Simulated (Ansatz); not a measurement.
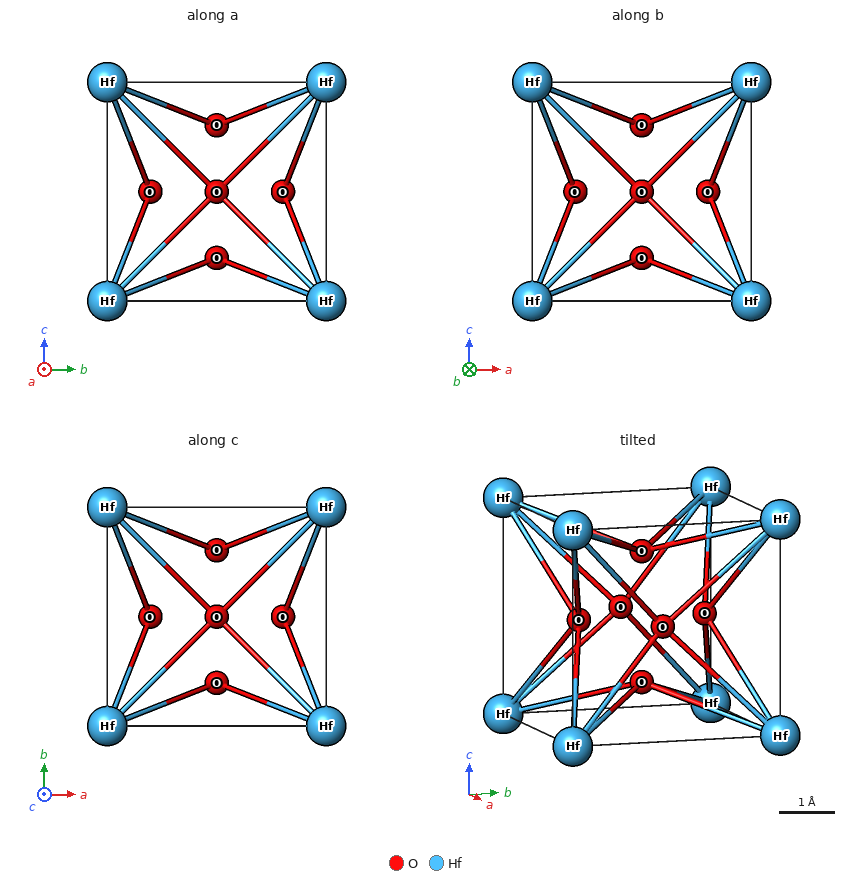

Ball-and-stick drawing of the structure, looking along the a axis, along the b axis, along the c axis and slightly off an axis. Lines trace the edges of the conventional unit cell.

Lattice parameters: a = 4.016 Å, b = 4.016 Å, c = 4.016 Å, α = 90.00°, β = 90.00°, γ = 90.00°. Put a along x and b in the xy plane.

Question: From the views, write a POSCAR file, with free fractional coordinates to two decimals.

Answer:
```
O Hf
1.0
     4.016    0.000    0.000
     0.000    4.016    0.000
     0.000    0.000    4.016
O Hf
6 1
Direct
  0.20 0.50 0.50
  0.50 0.20 0.50
  0.80 0.50 0.50
  0.50 0.80 0.50
  0.50 0.50 0.20
  0.50 0.50 0.80
  0.00 0.00 0.00
```

The picture shows a generated cell, made by putting these elements into a known structure type (the compound may or may not exist in this form); the geometry isn't optimised. A calculation with Ansatz used it as input.

At this level of theory the cell isn't at rest (compressed, at 84 GPa and forces up to 10.4 eV/Å), so its distances can differ from those at equilibrium, the more so the softer the solid.
